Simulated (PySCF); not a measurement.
**HfH2O2: single-point calculation**

HfH2O2, multiplicity 3, computed with UKS-based B3LYP, Hf def2-SVP with ECP60, O def2-SVP, H def2-SVP; non-relativistic Hamiltonian with a scalar-relativistic core potential; density fitting (PySCF 2.14.0).

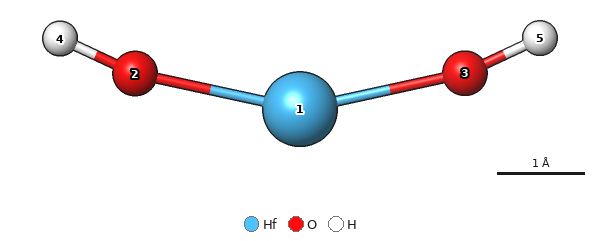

*The structure as given in the input (ball-and-stick view, seen on its broad side; atoms are numbered from 1 in the order of the input). Sticks mark near contacts.*

Bond lengths as drawn: Hf–O 1.95 Å and H–O 0.96 Å.

## Summary

```csv
quantity,value
outcome,converged
SCF energy,−199.602373 hartree
hardware,"2 threads of Arm Neoverse N1, 98 GiB of memory available, shared host"
wall time,15 s (CPU time 26 s)
peak memory,0.43 GiB
```

## Input file
```python
from pyscf import gto, scf, dft
mol = gto.M(atom='''
Hf     0.000002     0.000008    -0.086678
O      1.869488    -0.390281     0.327269
O     -1.869504     0.390224     0.327247
H      2.719010    -0.567655     0.733407
H     -2.719045     0.567525     0.733375''',
    basis={'Hf': 'def2-SVP', 'O': 'def2-SVP', 'H': 'def2-SVP'},
    ecp={'Hf': 'def2-SVP'},
    charge=0, spin=2)
mf = dft.UKS(mol, xc='B3LYP')
mf.grids.atom_grid = (50, 194)
aux = {'Hf': 'def2-universal-JKFIT', 'O': 'def2-universal-JKFIT', 'H': 'def2-universal-JKFIT'}
mf = mf.density_fit(auxbasis=aux)
mf.conv_tol = 1e-08
mf.diis_space = 10
mf.max_cycle = 60
mf.init_guess = 'minao'
mf.verbose = 4
mf.kernel()
```

The script is an equivalent of the set-up of the self-consistent field. The run itself was carried out by a driver, which started from the orbitals of the step before it where there was one and computed the further properties.

Command:
```bash
OMP_NUM_THREADS=2 python axn.py task.json out
```

## What the program printed
```
init E= -187.012017887535
  beta  nocc = 14  HOMO = -0.620758155464952  LUMO = -0.391545569729999
cycle= 1 E= -199.307825009267  delta_E= -12.3  |g|= 0.822  |ddm|= 5.27
  alpha nocc = 16  HOMO = -0.0313539377646954  LUMO = 0.0490814591132418
  beta  nocc = 14  HOMO = -0.0942009148899813  LUMO = -0.0262483048320092
  HOMO = -0.0313539377647  LUMO = -0.026248304832  gap/eV = 0.13893
cycle= 2 E= -198.745071059943  delta_E= 0.563  |g|= 1.43  |ddm|= 1.99
  alpha nocc = 16  HOMO = -0.100740840967855  LUMO = 0.0138433305827224
  beta  nocc = 14  HOMO = -0.328061282242345  LUMO = -0.0696504256668433
  HOMO = -0.100740840968  LUMO = -0.0696504256668  gap/eV = 0.84601
cycle= 3 E= -199.576484053628  delta_E= -0.831  |g|= 0.224  |ddm|= 1.16
  alpha nocc = 16  HOMO = -0.154725483059941  LUMO = -0.025290210424024
  beta  nocc = 14  HOMO = -0.311037292585135  LUMO = -0.0985438238545662
  HOMO = -0.15472548306  LUMO = -0.0985438238546  gap/eV = 1.52878
cycle= 4 E= -199.601071304066  delta_E= -0.0246  |g|= 0.045  |ddm|= 0.328
  alpha nocc = 16  HOMO = -0.138931167851243  LUMO = -0.00876270303081779
  beta  nocc = 14  HOMO = -0.302754502953481  LUMO = -0.087021255824169
  HOMO = -0.138931167851  LUMO = -0.0870212558242  gap/eV = 1.41254
cycle= 5 E= -199.602362768193  delta_E= -0.00129  |g|= 0.00443  |ddm|= 0.0899
  alpha nocc = 16  HOMO = -0.139897039461236  LUMO = -0.00955200937668721
  beta  nocc = 14  HOMO = -0.304107404128663  LUMO = -0.0875638996054739
  HOMO = -0.139897039461  LUMO = -0.0875638996055  gap/eV = 1.42406
cycle= 6 E= -199.602371861229  delta_E= -9.09e-06  |g|= 0.00143  |ddm|= 0.00543
  alpha nocc = 16  HOMO = -0.140183882823127  LUMO = -0.00983442238315918
  beta  nocc = 14  HOMO = -0.304495984633934  LUMO = -0.087771525928698
  HOMO = -0.140183882823  LUMO = -0.0877715259287  gap/eV = 1.42621
cycle= 7 E= -199.602372997347  delta_E= -1.14e-06  |g|= 0.00024  |ddm|= 0.00212
  alpha nocc = 16  HOMO = -0.140170092393159  LUMO = -0.0098150229446232
  beta  nocc = 14  HOMO = -0.304554370307152  LUMO = -0.0877635967007961
  HOMO = -0.140170092393  LUMO = -0.0877635967008  gap/eV = 1.42605
cycle= 8 E= -199.602373050469  delta_E= -5.31e-08  |g|= 6.62e-05  |ddm|= 0.000493
  alpha nocc = 16  HOMO = -0.140191726890624  LUMO = -0.00983284037283317
  beta  nocc = 14  HOMO = -0.304581955304448  LUMO = -0.0877751724265394
  HOMO = -0.140191726891  LUMO = -0.0877751724265  gap/eV = 1.42633
cycle= 9 E= -199.602373057892  delta_E= -7.42e-09  |g|= 1.61e-05  |ddm|= 0.000194
  alpha nocc = 16  HOMO = -0.140185627735434  LUMO = -0.00982653982453802
  beta  nocc = 14  HOMO = -0.304578386730147  LUMO = -0.0877712623299125
  HOMO = -0.140185627735  LUMO = -0.0877712623299  gap/eV = 1.42627
```

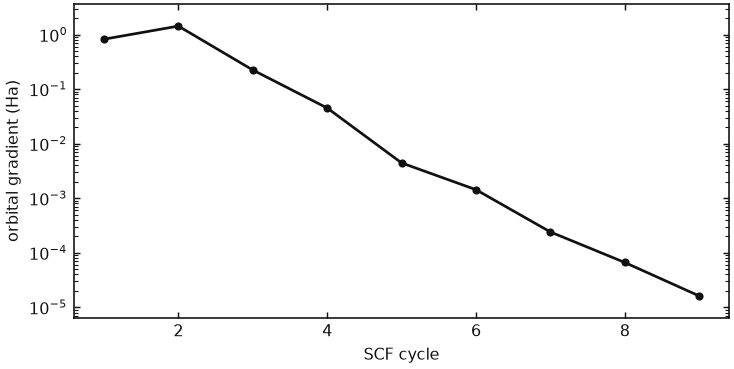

*Convergence of the self-consistent field: orbital gradient against the SCF cycle.*

The residual falls almost steadily, with no more than small rises.

```
Extra cycle  E= -199.60237305822  delta_E= -3.28e-10  |g|= 1.05e-05  |ddm|= 4.11e-05
converged SCF energy = -199.60237305822  <S^2> = 2.0018256  2S+1 = 3.0012168
```
